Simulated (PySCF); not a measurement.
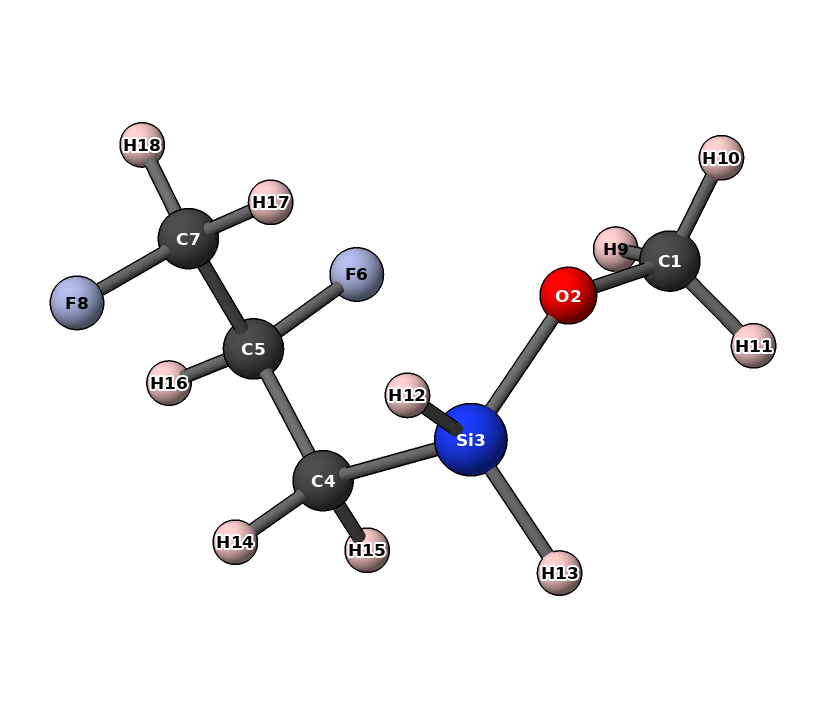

The questions are on ESP-fitted charges. Computed geometry: GFN2-xTB optimisation. No frequency run is at hand to confirm it as a minimum. Level of theory: PBE0/pcSseg-1, gas phase (PySCF 2.14.0).

Give the ESP-fitted charges atom by atom.

| atom | value (e) |
| --- | --- |
| C1 | −0.16 |
| O2 | −0.39 |
| Si3 | 0.66 |
| C4 | −0.41 |
| C5 | 0.33 |
| F6 | −0.29 |
| C7 | 0.06 |
| F8 | −0.24 |
| H9 | 0.11 |
| H10 | 0.11 |
| H11 | 0.10 |
| H12 | −0.14 |
| H13 | −0.15 |
| H14 | 0.10 |
| H15 | 0.12 |
| H16 | 0.03 |
| H17 | 0.08 |
| H18 | 0.07 |

The geometry is semi-empirical. Around Si such bond lengths and angles can be off by a tenth of an ångström or more and by several degrees, and values that hang on the shape move with them.
